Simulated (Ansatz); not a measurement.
H4OSSi···H2O

Input

```
crystal:
  periodic: [false, false, false]
  atoms:
    - { symbol: Si, position_ang: [0.249447, -1.005896, -0.616726] }
    - { symbol: S, position_ang: [1.318983, -0.534182, 1.202971] }
    - { symbol: H, position_ang: [1.121889, -1.836906, -1.485151] }
    - { symbol: H, position_ang: [-0.901762, -1.786818, -0.072631] }
    - { symbol: O, position_ang: [-0.200193, 0.290529, -1.529388] }
    - { symbol: H, position_ang: [-1.090271, 0.589282, 1.33373] }
    - { symbol: O, position_ang: [-1.328757, 1.28802, 0.704768] }
    - { symbol: H, position_ang: [2.266381, 0.231167, 0.611965] }
    - { symbol: H, position_ang: [-0.817668, 0.83856, -1.007583] }
    - { symbol: H, position_ang: [-0.61825, 1.926145, 0.858145] }
magnetization:
  spin_polarized: true
basis:
  gaussian: { orbitals: def2-SVP }
hamiltonian:
  xc: pbe0
  dispersion: d4
relax:
  f_tol: 0.03
  max_steps: 50
output:
  orbitals: {}
```

Run with:

```sh
ansatz run input.yaml --threads 2 --pin off --max-ram 3072MiB --backend cpu --events-out ev --progress --plain --runs-dir out
```

The fields are those of the run's last geometry, not of the input's.

Method: UKS PBE0-D4/def2-SVP (Ansatz).

Question: What will maps of the electron density and electron localisation function show?

Answer: Si–S (2.18 Å): the density is about 0.77 e/Å³ at the midpoint; the ELF peaks at about 0.95 between the atoms (a shared electron pair).
S–H (1.35 Å): ρ at the midpoint is about 1.4 e/Å³; the ELF climbs to about 1 towards the hydrogen, as it does in any bond to H.
Si–H (1.49 Å): ρ at the midpoint is about 0.77 e/Å³; the ELF climbs to about 1 towards the hydrogen.

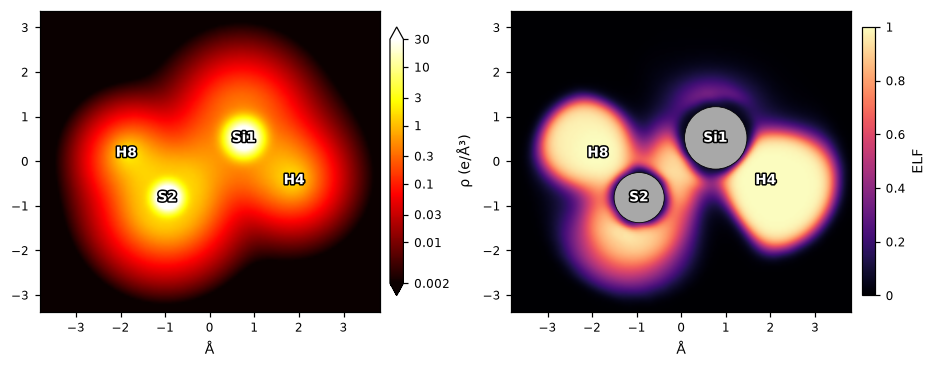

Computed electron density and electron localisation function on the plane of atoms Si1, S2 and H8, in this order. Grey discs cover the atomic cores in the ELF map. 
